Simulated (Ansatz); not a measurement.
**GaH₄+ (triplet): the correlation ladder, cc-pVTZ**

Aim: climb from Hartree-Fock through coupled cluster and multireference methods for GaH₄+ (triplet) at one geometry and basis, and see what each rung misses.

The runs use Ansatz 0.2.0, Gaussian basis; cc-pVTZ, core rule «outside noble gas», up to 14 orbitals frozen.

To be run: UHF; CCSD(T) on ROHF; CCSD(T) on UHF; BCCD(T) on ROHF; CCSDT(Q) on ROHF; CCSDT(Q) on UHF; CASSCF and MRCISD+Q, 6 electrons in 8 orbitals; CASSCF and NEVPT2, 6 electrons in 8 orbitals.

2 further runs of the same task are left out: 2 set aside as unsound or not needed.

### Step 1. The system

The geometry is a PBE0/def2-TZVP stationary point (not a proven minimum). No spin-orbit coupling is included. The filled d shell of Ga may be among the frozen orbitals whatever the setting's name suggests; the logs give the count.

5 atoms, charge 1, spin multiplicity 3.

Atoms are counted from 1 here; the program's logs count them from 0.

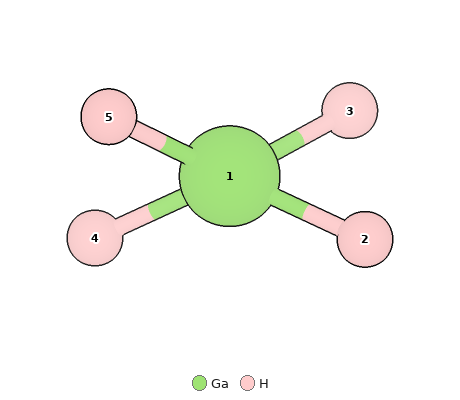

The geometry (gallium green, hydrogen pink); atoms are numbered from 1 in the order of the file.

As a file:

```xyz
5
charge 1, multiplicity 3
Ga    0.0000    0.0000    0.0000
H     0.6525    0.6641    1.3539
H    -0.6625   -0.6541    1.3539
H    -0.6541    0.6525   -1.3587
H     0.6641   -0.6625   -1.3490
```

In the tables R marks a restricted open-shell determinant and U an unrestricted one; 'valence' is the active space of 6 electrons in 8 orbitals; energies count from the table's Hartree-Fock row.

### Step 2. UHF

Contents of in.yaml:

```yaml
crystal:
  periodic: [false, false, false]
  atoms:
    - {symbol: Ga, position_ang: [0.000000, 0.000000, 0.000000]}
    - {symbol: H, position_ang: [0.652504, 0.664105, 1.353869]}
    - {symbol: H, position_ang: [-0.662515, -0.654094, 1.353881]}
    - {symbol: H, position_ang: [-0.654085, 0.652495, -1.358743]}
    - {symbol: H, position_ang: [0.664096, -0.662506, -1.349007]}
basis:
  gaussian: {orbitals: cc-pVTZ}
total_charge: 1
magnetization: {spin_polarized: true, initial_magnetization: 2}
hamiltonian: {xc: hf}
output: {orbitals: {seedname: orbitals}}
```

Started as:

```bash
$ ansatz run in.yaml --threads 1 --pin off --events-out ev --progress --plain --max-ram 3968MiB --backend cpu
```

What it wrote:

```text
Functional definition: HF
  name "HF"
  cite "Fock, Z. Phys. 61, 126 (1930) doi:10.1007/BF01340294"
  parent pbe
  exchange = exact_x
  correlation = 0
705 factors; their error is unknown
mean field evaluation 1: about -52383.9827 eV, gradient 7.5e0 eV
mean field evaluation 2: about -52384.6232 eV, gradient 2.9e0 eV
mean field evaluation 4: about -52384.7660 eV, gradient 3.2e-1 eV
mean field evaluation 8: about -52385.5851 eV, gradient 3.5e-1 eV
mean field -52385.58538352 eV, -1925.1347546191 hartree, gradient 2.4e-5 eV, S^2 2.050288; 0 other end points of the search recorded, 0 dependent functions left out
reference -52385.58538352 eV, -1925.1347546191 hartree; 18, 16 occupied and 81, 83 virtual orbitals, 705 factors
Total energy: -52385.58538352 eV, -1925.1347546191 hartree
```

Run time: 0.79 s. Hardware: 1 thread of AMD EPYC 7R13, shared host.

From the report: ⟨S²⟩ of the determinant 2.050 (pure triplet: 2.00).

### Step 3. CCSD(T) on ROHF

Edit in.yaml of step 2 so:

```diff
@@ -11,4 +11,3 @@
 total_charge: 1
-magnetization: {spin_polarized: true, initial_magnetization: 2}
-hamiltonian: {xc: hf}
-output: {orbitals: {seedname: orbitals}}
+magnetization: {spin_polarized: false, initial_magnetization: 2}
+correlation: {method: ccsd_t, electrons: outside_noble_gas}
```

Same command.

What it wrote (excerpt; [...] marks lines left out):

```text
Functional definition: HF
  name "HF"
  cite "Fock, Z. Phys. 61, 126 (1930) doi:10.1007/BF01340294"
  parent pbe
[...]
574 factors; integrals over basis functions are off by at most 1.3e-3 eV
[...]
mean field -52385.18032990 eV, -1925.1198691733 hartree, gradient 2.2e-6 eV, S^2 2.000000; 2 other end points of the search recorded, 0 dependent functions left out
[...]
14 core orbitals not correlated: weight in the atoms' cores, before any rotation towards them, 0.998 or more for the frozen orbitals, at most 0.001 for the correlated occupied ones
reference -52385.18032990 eV, -1925.1198691733 hartree; 4, 2 occupied and 81, 83 virtual orbitals, 574 factors
second order -2.33936089 eV of doubles, -0.21442927 eV of singles
cycle   1  -2.97191225 eV  change   -4.1e-1 eV  update   5.6e-2
[...]
cycle  10  -3.18519811 eV  change   -3.9e-6 eV  update   2.5e-6
perturbative correction -0.06930789 eV, -0.0025470178 hartree
Total energy: -52388.43483590 eV, -1925.2394700628 hartree
```

It took 4.4 s on 1 thread of AMD EPYC 7R13, shared host; peak memory 0.39 GiB.

From the report: correlation -3.2545 eV; T1 0.028; largest double amplitude 0.05.

### Step 4. CCSD(T) on UHF

Edit in.yaml of step 3 so:

```diff
@@ -11,3 +11,3 @@
 total_charge: 1
-magnetization: {spin_polarized: false, initial_magnetization: 2}
+magnetization: {spin_polarized: true, initial_magnetization: 2}
 correlation: {method: ccsd_t, electrons: outside_noble_gas}
```

The command is unchanged.

What it wrote (excerpt; [...] marks lines left out):

```text
Functional definition: HF
  name "HF"
  cite "Fock, Z. Phys. 61, 126 (1930) doi:10.1007/BF01340294"
  parent pbe
[...]
574 factors; integrals over basis functions are off by at most 1.3e-3 eV
[...]
mean field -52385.58599143 eV, -1925.1347769596 hartree, gradient 2.3e-6 eV, S^2 2.050289; 0 other end points of the search recorded, 0 dependent functions left out
14 core orbitals not correlated: weight in the atoms' cores, before any rotation towards them, 0.998 or more for the frozen orbitals, at most 0.001 for the correlated occupied ones
reference -52385.58599143 eV, -1925.1347769596 hartree; 4, 2 occupied and 81, 83 virtual orbitals, 574 factors
second order -2.09568522 eV of doubles, -0.00000000 eV of singles
cycle   1  -2.50641490 eV  change   -4.1e-1 eV  update   6.2e-2
[...]
cycle  10  -2.79466372 eV  change   -5.4e-6 eV  update   3.2e-6
perturbative correction -0.05975617 eV, -0.0021959988 hartree
Total energy: -52388.44041132 eV, -1925.2396749556 hartree
```

Wall time 3.5 s (1 thread of AMD EPYC 7R13, shared host); peak memory 0.39 GiB.

From the report: ⟨S²⟩ of the determinant 2.050 (pure triplet: 2.00); correlation -2.8544 eV; T1 0.022; largest double amplitude 0.05.

### Step 5. BCCD(T) on ROHF

Edit in.yaml of step 4 so:

```diff
@@ -11,3 +11,3 @@
 total_charge: 1
-magnetization: {spin_polarized: true, initial_magnetization: 2}
-correlation: {method: ccsd_t, electrons: outside_noble_gas}
+magnetization: {spin_polarized: false, initial_magnetization: 2}
+correlation: {method: bccd_t, electrons: outside_noble_gas}
```

Started as:

```bash
$ ansatz run in.yaml --threads 2 --pin off --events-out ev --progress --plain --max-ram 23808MiB --backend cuda --devices 0, --max-vram 18GiB
```

What it wrote (excerpt; [...] marks lines left out):

```text
Functional definition: HF
  name "HF"
  cite "Fock, Z. Phys. 61, 126 (1930) doi:10.1007/BF01340294"
  parent pbe
[...]
574 factors; integrals over basis functions are off by at most 1.3e-3 eV
[...]
mean field -52385.18032990 eV, -1925.1198691733 hartree, gradient 2.2e-6 eV, S^2 2.000000; 2 other end points of the search recorded, 0 dependent functions left out
[...]
14 core orbitals not correlated: weight in the atoms' cores, before any rotation towards them, 0.998 or more for the frozen orbitals, at most 0.001 for the correlated occupied ones
reference -52385.18032990 eV, -1925.1198691733 hartree; 4, 2 occupied and 81, 83 virtual orbitals, 574 factors
second order -2.33936089 eV of doubles, -0.21442927 eV of singles
cycle   1  -2.98850280 eV  change   -4.3e-1 eV  update   5.6e-2
[...]
cycle  10  -3.18874003 eV  change   -3.0e-6 eV  update   2.6e-6
perturbative correction -0.06562744 eV, -0.0024117641 hartree
Total energy: -52388.43469737 eV, -1925.2394649720 hartree
```

It took 4.9 s on 1 × H100 (card shared with other runs) with 2 threads of AMD EPYC 7R13, shared host; peak host memory 0.86 GiB.

From the report: correlation -3.2544 eV; largest double amplitude 0.05.

### Step 6. CCSDT(Q) on ROHF

Edit in.yaml of step 5 so:

```diff
@@ -12,2 +12,2 @@
 magnetization: {spin_polarized: false, initial_magnetization: 2}
-correlation: {method: bccd_t, electrons: outside_noble_gas}
+correlation: {method: ccsdt_q, electrons: outside_noble_gas}
```

Same command.

What it wrote (excerpt; [...] marks lines left out):

```text
Functional definition: HF
  name "HF"
  cite "Fock, Z. Phys. 61, 126 (1930) doi:10.1007/BF01340294"
  parent pbe
[...]
1270 factors; integrals over basis functions are off by at most 1.6e-7 eV
[...]
mean field -52385.18036861 eV, -1925.1198705958 hartree, gradient 1.0e-6 eV, S^2 2.000000; 2 other end points of the search recorded, 0 dependent functions left out
14 core orbitals not correlated: weight in the atoms' cores, before any rotation towards them, 0.998 or more for the frozen orbitals, at most 0.001 for the correlated occupied ones
reference -52385.18036861 eV, -1925.1198705958 hartree; 4, 2 occupied and 81, 83 virtual orbitals, 1270 factors
second order -2.33937860 eV of doubles, -0.21442981 eV of singles
cycle   1  -2.97188892 eV  change   -4.1e-1 eV  update   5.9e-2
[...]
cycle  14  -3.27513285 eV  change    4.0e-7 eV  update   2.5e-7
perturbative correction -0.00119162 eV, -0.0000437911 hartree
Total energy: -52388.45669307 eV, -1925.2402732991 hartree
```

Wall time 4.8 s (1 × H100 (card shared with other runs) with 2 threads of AMD EPYC 7R13, shared host); peak host memory 0.85 GiB.

From the report: correlation -3.2763 eV; T1 0.028; largest double amplitude 0.06.

### Step 7. CCSDT(Q) on UHF

Edit in.yaml of step 6 so:

```diff
@@ -11,3 +11,3 @@
 total_charge: 1
-magnetization: {spin_polarized: false, initial_magnetization: 2}
+magnetization: {spin_polarized: true, initial_magnetization: 2}
 correlation: {method: ccsdt_q, electrons: outside_noble_gas}
```

Launched as before.

What it wrote (excerpt; [...] marks lines left out):

```text
Functional definition: HF
  name "HF"
  cite "Fock, Z. Phys. 61, 126 (1930) doi:10.1007/BF01340294"
  parent pbe
[...]
1270 factors; integrals over basis functions are off by at most 1.6e-7 eV
[...]
mean field -52385.58603177 eV, -1925.1347784421 hartree, gradient 3.0e-6 eV, S^2 2.050289; 0 other end points of the search recorded, 0 dependent functions left out
14 core orbitals not correlated: weight in the atoms' cores, before any rotation towards them, 0.998 or more for the frozen orbitals, at most 0.001 for the correlated occupied ones
reference -52385.58603177 eV, -1925.1347784421 hartree; 4, 2 occupied and 81, 83 virtual orbitals, 1270 factors
second order -2.09570047 eV of doubles, -0.00000000 eV of singles
cycle   1  -2.50639064 eV  change   -4.1e-1 eV  update   6.4e-2
[...]
cycle  15  -2.87529489 eV  change    1.5e-7 eV  update   9.7e-8
perturbative correction -0.00118838 eV, -0.0000436722 hartree
Total energy: -52388.46251505 eV, -1925.2404872527 hartree
```

Run time: 3.7 s. Hardware: 1 × H100 (card shared with other runs) with 2 threads of AMD EPYC 7R13, shared host; peak host memory 0.85 GiB.

From the report: ⟨S²⟩ of the determinant 2.050 (pure triplet: 2.00); correlation -2.8765 eV; T1 0.022; largest double amplitude 0.06.

### Step 8. CASSCF and MRCISD+Q, 6 electrons in 8 orbitals

Edit in.yaml of step 7 so:

```diff
@@ -11,3 +11,3 @@
 total_charge: 1
-magnetization: {spin_polarized: true, initial_magnetization: 2}
-correlation: {method: ccsdt_q, electrons: outside_noble_gas}
+magnetization: {spin_polarized: false, initial_magnetization: 2}
+correlation: {method: fic_mrcisd_q, electrons: outside_noble_gas, active_space: {window: {electrons: 6, orbitals: 8}, shells: [{species: Ga, l: s, shell: 4}, {species: Ga, l: p, shell: 4}, {species: H, l: s, shell: 1}]}}
```

The command is unchanged.

What it wrote (excerpt; [...] marks lines left out):

```text
Functional definition: HF
  name "HF"
  cite "Fock, Z. Phys. 61, 126 (1930) doi:10.1007/BF01340294"
  parent pbe
[...]
1270 factors; integrals over basis functions are off by at most 1.6e-7 eV
[...]
mean field -52385.18036861 eV, -1925.1198705958 hartree, gradient 1.0e-6 eV, S^2 2.000000; 2 other end points of the search recorded, 0 dependent functions left out
reference -52385.18036861 eV, -1925.1198705958 hartree; 18, 16 occupied and 81, 83 virtual orbitals, 1270 factors
state -52386.87180847 eV, -1925.1820298641 hartree
contracted CI cycle   1: correlation 0.00000000 eV, 0.0000000000 hartree, residual 1.05e1 eV
contracted CI cycle   2: correlation -1.46413885 eV, -0.0538061103 hartree, residual 2.41e0 eV
contracted CI cycle   3: correlation -1.53572711 eV, -0.0564369302 hartree, residual 5.54e-1 eV
contracted CI cycle   4: correlation -1.53941449 eV, -0.0565724390 hartree, residual 1.46e-1 eV
contracted CI cycle   5: correlation -1.53964459 eV, -0.0565808952 hartree, residual 3.57e-2 eV
contracted CI cycle   6: correlation -1.53965851 eV, -0.0565814066 hartree, residual 8.43e-3 eV
contracted CI cycle   7: correlation -1.53965929 eV, -0.0565814353 hartree, residual 1.93e-3 eV
contracted CI cycle   8: correlation -1.53965933 eV, -0.0565814368 hartree, residual 4.92e-4 eV
state -52386.87180847 eV, -1925.1820298641 hartree; corrected -52388.45963366 eV, -1925.2403813637 hartree
Total energy: -52388.45963366 eV, -1925.2403813637 hartree
Checks for a lower state left out: starts, orbital_swaps
```

Run time: 3.7 s. Hardware: 1 × H100 (card shared with other runs) with 2 threads of AMD EPYC 7R13, shared host; peak host memory 0.87 GiB.

From the report: 776 determinants; active occupations 1.97, 1.94, 1.00, 1.00, 0.04, 0.02, 0.01, 0.01.

### Step 9. CASSCF and NEVPT2, 6 electrons in 8 orbitals

Edit in.yaml of step 8 so:

```diff
@@ -12,2 +12,2 @@
 magnetization: {spin_polarized: false, initial_magnetization: 2}
-correlation: {method: fic_mrcisd_q, electrons: outside_noble_gas, active_space: {window: {electrons: 6, orbitals: 8}, shells: [{species: Ga, l: s, shell: 4}, {species: Ga, l: p, shell: 4}, {species: H, l: s, shell: 1}]}}
+correlation: {method: sc_nevpt2, electrons: outside_noble_gas, active_space: {window: {electrons: 6, orbitals: 8}, shells: [{species: Ga, l: s, shell: 4}, {species: Ga, l: p, shell: 4}, {species: H, l: s, shell: 1}]}}
```

Started as:

```bash
$ ansatz run in.yaml --threads 1 --pin off --events-out ev --progress --plain --max-ram 3968MiB --backend cpu
```

What it wrote:

```text
Functional definition: HF
  name "HF"
  cite "Fock, Z. Phys. 61, 126 (1930) doi:10.1007/BF01340294"
  parent pbe
  exchange = exact_x
  correlation = 0
1270 factors; integrals over basis functions are off by at most 1.6e-7 eV
mean field evaluation 1: about -52384.6824 eV, gradient 7.9e0 eV
mean field evaluation 2: about -52384.6856 eV, gradient 7.9e0 eV
mean field evaluation 4: about -52385.1798 eV, gradient 2.8e-1 eV
mean field evaluation 8: about -52385.1804 eV, gradient 3.6e-4 eV
mean field evaluation 16: about -52384.8436 eV, gradient 2.4e0 eV
mean field -52385.18036861 eV, -1925.1198705958 hartree, gradient 1.0e-6 eV, S^2 2.000000; 2 other end points of the search recorded, 0 dependent functions left out
reference -52385.18036861 eV, -1925.1198705958 hartree; 18, 16 occupied and 81, 83 virtual orbitals, 1270 factors
state -52386.87180847 eV, -1925.1820298641 hartree
state -52386.87180847 eV, -1925.1820298641 hartree; corrected -52388.04684397 eV, -1925.2252116224 hartree
Total energy: -52388.04684397 eV, -1925.2252116224 hartree
Checks for a lower state left out: starts, orbital_swaps
```

Run time: 6.5 s. Hardware: 1 thread of AMD EPYC 7R13, shared host; peak memory 0.26 GiB.

From the report: 776 determinants; active occupations 1.97, 1.94, 1.00, 1.00, 0.04, 0.02, 0.01, 0.01.

### Step 10. How many determinants matter

Natural occupations of the CASSCF valence state about the gap (report; correlated orbitals 1 to 8): 1.966, 1.940, 1.002, 1.002, 0.044, 0.019, 0.014, 0.014. The count of effectively unpaired electrons, Σ n²(2 − n)², is 2.03; a single determinant of this spin has 2.

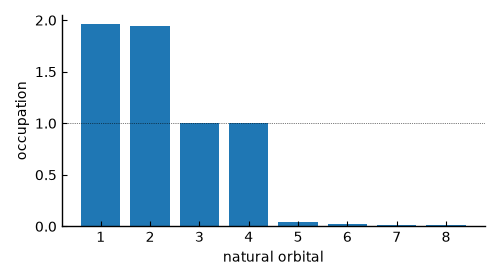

Natural occupations of the CASSCF valence state.

### Step 11. All levels against the top one

The yardstick is UCCSDT(Q), where the cluster series has nearly closed. Rows without a time come out of other runs: HF, MP2 and CCSD of CCSD(T), CCSDT of CCSDT(Q), CASSCF and MRCISD of the multireference runs.

Differences are taken before rounding.

```
          method  energy from the lowest ROHF (meV)  from UCCSDT(Q) (meV)         time
             ROHF                               0.0               +3282.2             
             UHF                            -405.7               +2876.5             
            RMP2                           -2553.8                +728.4             
            UMP2                           -2501.3                +780.8             
           RCCSD                           -3185.2                 +97.0             
           UCCSD                           -3200.3                 +81.9             
        RCCSD(T)                           -3254.5                 +27.7        4.4 s
        UCCSD(T)                           -3260.1                 +22.1        3.5 s
         BCCD(T)                           -3254.4                 +27.8  4.9 s (GPU)
          RCCSDT                           -3275.2                  +7.0             
          UCCSDT                           -3281.0                  +1.2             
       RCCSDT(Q)                           -3276.4                  +5.8  4.8 s (GPU)
       UCCSDT(Q)                           -3282.2                     0  3.7 s (GPU)
  CASSCF valence                           -1691.5               +1590.7             
  NEVPT2 valence                           -2866.5                +415.7        6.5 s
  MRCISD valence                           -3231.1                 +51.0             
MRCISD+Q valence                           -3279.3                  +2.9  3.7 s (GPU)
```

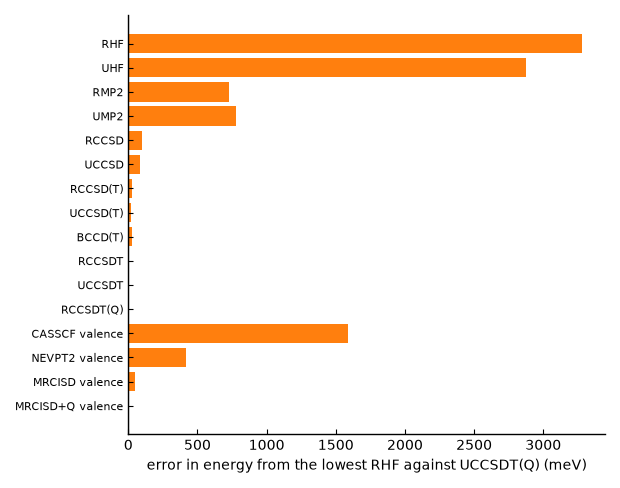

Deviations from UCCSDT(Q), method by method.

Some runs used a GPU and others CPU threads alone; cost is compared among the CPU runs only.

### Step 12. Outcome

| quantity | value |
| --- | --- |
| UCCSDT(Q) from the ROHF energy | -3.2822 eV |
| RMP2 from UCCSDT(Q) | +728.4 meV |
| UMP2 from UCCSDT(Q) | +780.8 meV |
| RCCSD from UCCSDT(Q) | +97.0 meV |
| RCCSD(T) from UCCSDT(Q) | +27.7 meV |
| UCCSD(T) from UCCSDT(Q) | +22.1 meV |
| RCCSDT(Q) from UCCSDT(Q) | +5.8 meV |
| NEVPT2 valence from UCCSDT(Q) | +415.7 meV |
| MRCISD+Q valence from UCCSDT(Q) | +2.9 meV |
| levels within 1 kcal/mol (43 meV) | RCCSD(T), UCCSD(T), BCCD(T), RCCSDT, UCCSDT, RCCSDT(Q), MRCISD+Q valence |
| T1 diagnostic | 0.028 |
| effectively unpaired electrons | 2.03 |

**Reading.** RCCSD(T) misses by +27.7 meV, 0.8 % of the correlation energy. One determinant dominates. Of the multireference levels listed MRCISD+Q valence comes nearest in total energy (+2.9 meV), which doesn't show that its space is the better one. These misses are within one basis, not against nature; the frozen cores of restricted and unrestricted runs differ, which can shift their rows.
